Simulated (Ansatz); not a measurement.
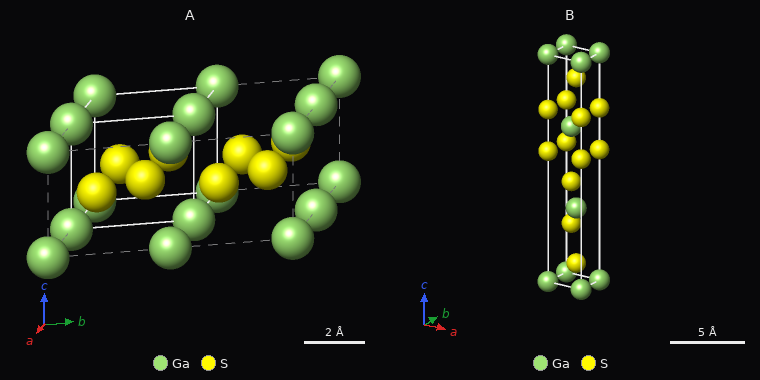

Two structures of GaS$_{2}$, each relaxed to rest (conventional cells in solid outline, small ones repeated, not to one scale). Method: Ansatz 0.2.0, DFT PBE, scalar-relativistic, plane waves, PAW, without spin polarisation.

Identify the two structures.

Answer. A: AlB₂ type, P6/mmm. B: 9 atoms a cell on a rhombohedral (trigonal R) lattice, R3m.

Which structure is more stable?

Answer. B is lower, by 481 meV/atom at this level of theory (energies at zero smearing). Volumes: A 19.5, B 18.8 Å³/atom.

One or both may be structure types tried for this composition rather than known phases.
